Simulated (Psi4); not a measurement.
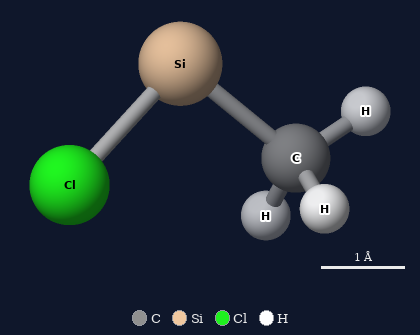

The input geometry (ball-and-stick view, seen at a tilt). Bond lengths as drawn: Cl–Si 2.09 Å, C–H 1.09 to 1.10 Å and C–Si 1.89 Å.

Polarizability calculation, with input and output: CH₃ClSi

CH₃ClSi, SMILES C[Si]Cl, computed with SOGGA11/6-311G**, RKS (Psi4 1.11).

The geometry comes from this level: PBE0-D4/def2-TZVP.

Input file (job.py):
```python
import psi4

psi4.set_memory('1600 MB')
psi4.set_num_threads(1)
psi4.core.set_output_file('psi4.out', False)

with open('ch3clsi.xyz') as f:
    atoms = ''.join(f.readlines()[2:])
mol = psi4.geometry('0 1\n' + atoms + '')

options = {'reference': 'rks', 'scf_type': 'pk', 'level_shift': 0.3, 'maxiter': 100}
psi4.set_options(options)

e = psi4.properties("sogga11/6-311G**", properties=['dipole_polarizabilities'], molecule=mol)
print('E =', round(e, 9))
```

File ch3clsi.xyz:
```
6
CH3ClSi
C     -0.420900     0.376200    -0.177100
Si     0.228200    -0.642100     1.273100
Cl     1.857700    -1.533900     0.308500
H      0.353800     1.065800    -0.531400
H     -1.308700     0.949900     0.100100
H     -0.668100    -0.280000    -1.019400
```

Hardware: 1 thread of Intel Xeon @ 2.90GHz (Ice Lake), 12 GiB of memory available, shared host.

Command:
```bash
python job.py
```

The program's output:
```
=> Loading Basis Set <=

    Name: 6-311G**
    Role: ORBITAL
    Keyword: BASIS

         ---------------------------------------------------------
                                   SCF
                              RKS Reference
                        1 Threads,   1525 MiB Core
         ---------------------------------------------------------

  ==> Geometry <==

    Molecular point group: c1
    Full point group: C1

    Geometry (in Angstrom), charge = 0, multiplicity = 1:

       Center              X                  Y                   Z               Mass
    ------------   -----------------  -----------------  -----------------  -----------------
         C           -1.250194480301     1.214210140328    -0.726266011994    12.000000000000
         SI          -0.601094480301     0.195910140328     0.723933988006    27.976926534650
         CL           1.028405519699    -0.695889859672    -0.240666011994    34.968852682000
         H           -0.475494480301     1.903810140328    -1.080566011994     1.007825032230
         H           -2.137994480301     1.787910140328    -0.449066011994     1.007825032230
         H           -1.497394480301     0.558010140328    -1.568566011994     1.007825032230

  Running in c1 symmetry.

  Rotational constants: A =      0.55321  B =      0.14814  C =      0.11943 [cm^-1]
  Rotational constants: A =  16584.70226  B =   4441.20155  C =   3580.48755 [MHz]
  Nuclear repulsion =  128.153233316674090

  Charge       = 0
  Multiplicity = 1
  Electrons    = 40
  Nalpha       = 20
  Nbeta        = 20

  ==> Algorithm <==

  SCF Algorithm Type is PK.
  DIIS enabled.
  MOM disabled.
  Fractional occupation disabled.
  Guess Type is SAD.
  Energy threshold   = 1.00e-06
  Density threshold  = 1.00e-06
  Integral threshold = 1.00e-12

  ==> Primary Basis <==

  Basis Set: 6-311G**
    Blend: 6-311G**
    Number of shells: 44
    Number of basis functions: 88
    Number of Cartesian functions: 91
    Spherical Harmonics?: true
    Max angular momentum: 2

  ==> DFT Potential <==

   => LibXC <=

    Version 7.1.2

   => Composite Functional: SOGGA11 <=

   SOGGA11 Exchange-Correlation Functional

    Deriv               =              1
    GGA                 =           TRUE
    Meta                =          FALSE

    Exchange Hybrid     =          FALSE
    MP2 Hybrid          =          FALSE

   => Exchange Functionals <=

    1.0000   XC_GGA_X_SOGGA11

   => Correlation Functionals <=

    1.0000   XC_GGA_C_SOGGA11

   => LibXC Density Thresholds  <==

    XC_GGA_C_SOGGA11:  1.00E-14
    XC_GGA_X_SOGGA11:  1.00E-15

   => Molecular Quadrature <=

    Radial Scheme          =       TREUTLER
    Pruning Scheme         =           NONE
    Nuclear Scheme         =       TREUTLER

    Blocking Scheme        =         OCTREE
    BS radius alpha        =              1
    Pruning alpha          =              1
    Radial Points          =             75
    Spherical Points       =            302
    Total Points           =         129727
    Total Blocks           =           1030
    Max Points             =            255
    Max Functions          =             85
    Weights Tolerance      =       1.00E-15

  ==> Integral Setup <==

  Using in-core PK algorithm.
   Calculation information:
      Number of atoms:                   6
      Number of AO shells:              44
      Number of primitives:             82
      Number of atomic orbitals:        91
      Number of basis functions:        88

      Integral cutoff                 1.00e-12
      Number of threads:                 1

  Performing in-core PK
  Using 15338972 doubles for integral storage.
  We computed 405000 shell quartets total.
  Whereas there are 490545 unique shell quartets.

  ==> DiskJK: Disk-Based J/K Matrices <==

    J tasked:                  Yes
    K tasked:                   No
    wK tasked:                  No
    Memory [MiB]:              894
    Schwarz Cutoff:          1E-12

  Cached 100.0% of DFT collocation blocks in 0.244 [GiB].

  Minimum eigenvalue in the overlap matrix is 1.0457102677E-02.
  Reciprocal condition number of the overlap matrix is 1.7201915136E-03.
    Using symmetric orthogonalization.

  ==> Pre-Iterations <==

  SCF Guess: Superposition of Atomic Densities via on-the-fly atomic UHF (no occupation information).

   -------------------------
    Irrep   Nso     Nmo
   -------------------------
     A         88      88
   -------------------------
    Total      88      88
   -------------------------

  ==> Iterations <==

                        Total Energy        Delta E     RMS |[F,P]|

   @RKS iter SAD:  -789.19592202570061   -7.89196e+02   0.00000e+00
   @RKS iter   1:  -789.21379421879999   -1.78722e-02   1.10124e-02 DIIS/ADIIS/SHIFT
   @RKS iter   2:  -789.35882973526316   -1.45036e-01   8.12754e-03 DIIS/ADIIS
   @RKS iter   3:  -789.62276371165001   -2.63934e-01   9.61461e-04 DIIS/ADIIS
   @RKS iter   4:  -789.62473391581136   -1.97020e-03   4.74160e-04 DIIS/ADIIS
   @RKS iter   5:  -789.62554927326107   -8.15357e-04   1.85242e-04 DIIS/ADIIS
   @RKS iter   6:  -789.62564426915264   -9.49959e-05   1.27018e-04 DIIS/ADIIS
   @RKS iter   7:  -789.62570946457674   -6.51954e-05   3.81865e-05 DIIS
   @RKS iter   8:  -789.62571653979694   -7.07522e-06   6.83715e-06 DIIS
   @RKS iter   9:  -789.62571673403647   -1.94240e-07   2.12829e-06 DIIS
   @RKS iter  10:  -789.62571675463801   -2.06015e-08   4.13704e-07 DIIS
  Energy and wave function converged.

  ==> Post-Iterations <==

   Electrons on quadrature grid:
      Ntotal   =   39.9999884685 ; deviation = -1.153e-05

    Orbital Energies [Eh]
    ---------------------

    Doubly Occupied:

       1A   -100.730515     2A    -65.463662     3A     -9.886149
       4A     -9.179683     5A     -7.021112     6A     -7.017303
       7A     -7.014279     8A     -5.082704     9A     -3.512914
      10A     -3.508459    11A     -3.501423    12A     -0.756751
      13A     -0.642551    14A     -0.443287    15A     -0.380762
      16A     -0.378081    17A     -0.331027    18A     -0.307032
      19A     -0.293428    20A     -0.211754

    Virtual:

      21A     -0.128270    22A     -0.028209    23A      0.022807
      24A      0.072658    25A      0.093365    26A      0.095426
      27A      0.160474    28A      0.164071    29A      0.167466
      30A      0.186690    31A      0.234505    32A      0.235769
      33A      0.238682    34A      0.260580    35A      0.320090
      36A      0.395111    37A      0.487394    38A      0.529078
      39A      0.538880    40A      0.546645    41A      0.591749
      42A      0.602665    43A      0.608104    44A      0.691163
      45A      0.753288    46A      0.789400    47A      0.801401
      48A      0.822611    49A      0.851454    50A      0.867321
      51A      0.991906    52A      0.995168    53A      1.094739
      54A      1.145400    55A      1.165029    56A      1.259075
      57A      1.371214    58A      1.434887    59A      1.476251
      60A      1.555402    61A      1.639627    62A      1.656573
      63A      1.904900    64A      1.991145    65A      2.017517
      66A      2.085024    67A      2.098613    68A      2.138528
      69A      2.276543    70A      2.356329    71A      2.395976
      72A      2.400504    73A      2.422160    74A      2.650630
      75A      2.991970    76A      3.612606    77A      3.648153
      78A      5.197169    79A      9.344418    80A     11.007337
      81A     11.068812    82A     11.140515    83A     23.470979
      84A     25.185025    85A     25.244318    86A     25.554386
      87A    139.912287    88A    214.576127

    Final Occupation by Irrep:
              A
    DOCC [    20 ]
    NA   [    20 ]
    NB   [    20 ]

  @RKS Final Energy:  -789.62571675463801

   => Energetics <=

    Nuclear Repulsion Energy =            128.1532333166740898
    One-Electron Energy =               -1345.0688059678627724
    Two-Electron Energy =                 482.9714584818116805
    DFT Exchange-Correlation Energy =     -55.6816025852608050
    Empirical Dispersion Energy =           0.0000000000000000
    VV10 Nonlocal Energy =                  0.0000000000000000
    Total Energy =                       -789.6257167546380060

Computation Completed

Properties will be evaluated at   0.000000,   0.000000,   0.000000 [a0]

Properties computed using the SOGGA11 density matrix

 Multipole Moments:

 ------------------------------------------------------------------------------------
     Multipole            Electronic (a.u.)      Nuclear  (a.u.)        Total (a.u.)
 ------------------------------------------------------------------------------------

 L = 1.  Multiply by 2.5417464519 to convert [e a0] to [Debye]
 Dipole X            :          4.1452126           -4.8083688           -0.6631563
 Dipole Y            :         -4.0563948            4.6253043            0.5689094
 Dipole Z            :          2.4912951           -2.6683698           -0.1770747
 Magnitude           :                                                    0.8915097

 ------------------------------------------------------------------------------------

         ---------------------------------------------------------
                       CPSCF Linear Response Solver
         ---------------------------------------------------------

   ==> Requested Responses <==

    Dipole polarizabilities

   ==> Coupled-Perturbed RKS Solver <==

    Maxiter             =         100
    Convergence         =   1.000E-06
    Number of equations =           3
   -----------------------------------------------------
     Iter   Residual RMS      Max RMS  Remain  Time [s]
   -----------------------------------------------------
    Guess      3.171e+00    3.300e+00       3         1
        1      1.115e+00    1.211e+00       3         2
        2      4.051e-01    4.219e-01       3         3
        3      1.576e-01    1.759e-01       3         4
        4      5.169e-02    5.749e-02       3         5
        5      1.629e-02    2.163e-02       3         6
        6      5.909e-03    6.776e-03       3         7
        7      2.056e-03    2.360e-03       3         9
        8      6.706e-04    8.932e-04       3        10
        9      1.664e-04    1.785e-04       3        11
       10      5.937e-05    6.148e-05       3        11
       11      1.812e-05    1.844e-05       3        12
       12      4.233e-06    4.735e-06       3        14
       13      1.003e-06    1.069e-06       2        15
       14      4.530e-07    2.501e-07       0        16
   -----------------------------------------------------

    Solver has converged.

   ==> Response Properties <==

    => Dipole polarizabilities <=

              X          Y          Z
    ----- ---------- ---------- ----------
      X     53.56551  -11.39890   -3.86058
      Y    -11.39890   45.93728   -1.38364
      Z     -3.86058   -1.38364   48.71250

	total time  =         22 seconds =       0.37 minutes
```

Standard output:
```
E = -789.625716755
```

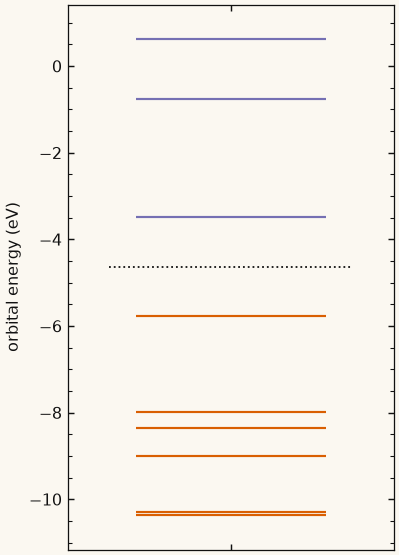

Orbital energies near the frontier; the dotted line parts filled from empty levels, and levels within 0.02 eV of each other stand side by side. Highest filled −5.76 eV, lowest empty −3.49 eV, 2.27 eV apart.

Results in brief:

| quantity | value |
| --- | --- |
| outcome | converged |
| total energy | −789.625717 hartree |
| basis functions | 88 |
| HOMO | −5.76 eV |
| LUMO | −3.49 eV |
| dipole moment | 2.27 D |
| wall time | 24 s |
| peak memory | 0.57 GiB |

Notes:

Settings chosen away from the usual ones: level_shift set to 0.3.
